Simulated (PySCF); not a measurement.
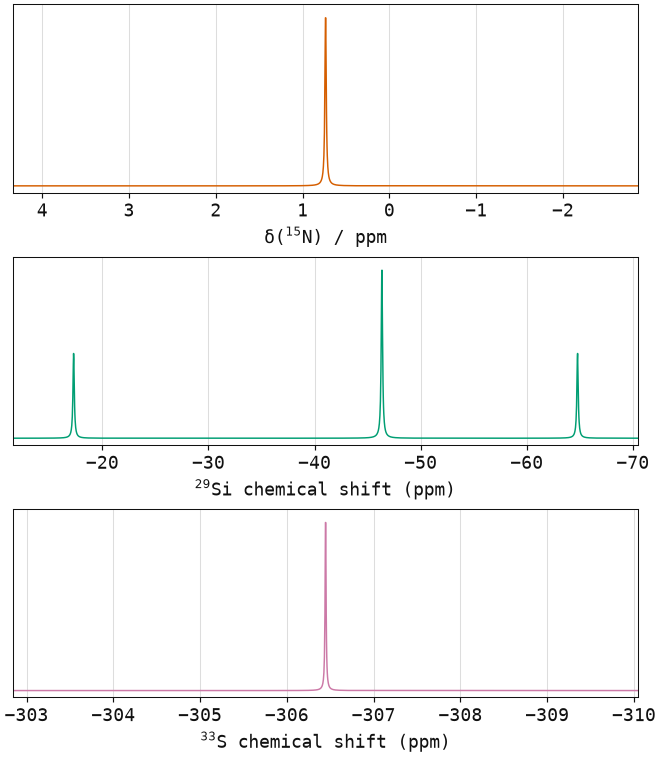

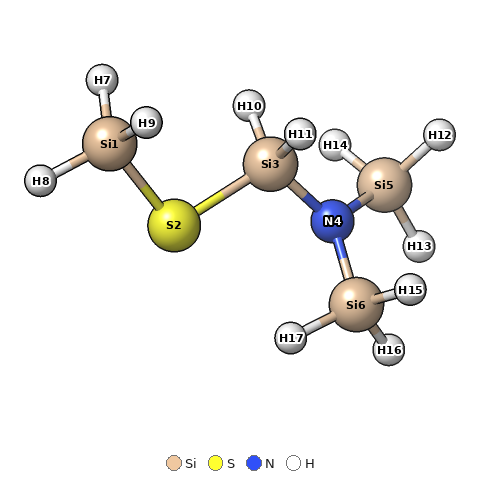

Spectrum and numbered structure of Si₄NH₁₁S, SMILES [SiH3]S[SiH2]N([SiH3])[SiH3]. GIAO shifts, PBE0/pcSseg-1 with PySCF, at a GFN2-xTB geometry (no frequency check), against NH₃ for ¹⁵N, TMS for ²⁹Si and CS₂ for ³³S computed at the same level (¹⁵N: a single molecule, while the usual scales start at liquid NH₃ or nitromethane; multiply bonded nitrogen can come out tens of ppm too deshielded). Gas phase, fully decoupled, line heights follow the number of nuclei, widths are arbitrary (no quadrupolar broadening); values of one conformer, averaged over nuclei that symmetry, rotation about single bonds or inversion at nitrogen exchange, these motions taken as fast; other conformers aren't averaged in.

Where does the ¹⁵N line lie?

At 0.7 ppm (N4).

Assign the ²⁹Si signals to the numbered atoms.

| δ (ppm) | nuclei | atoms |
| --- | --- | --- |
| −17.3 | 1 | Si3 |
| −46.3 | 2 | Si5, Si6 |
| −64.8 | 1 | Si1 |

Where does the ³³S line lie?

At −306.4 ppm (S2).

Caveats: the tight-binding geometry is rougher than a DFT one and adds to the error.
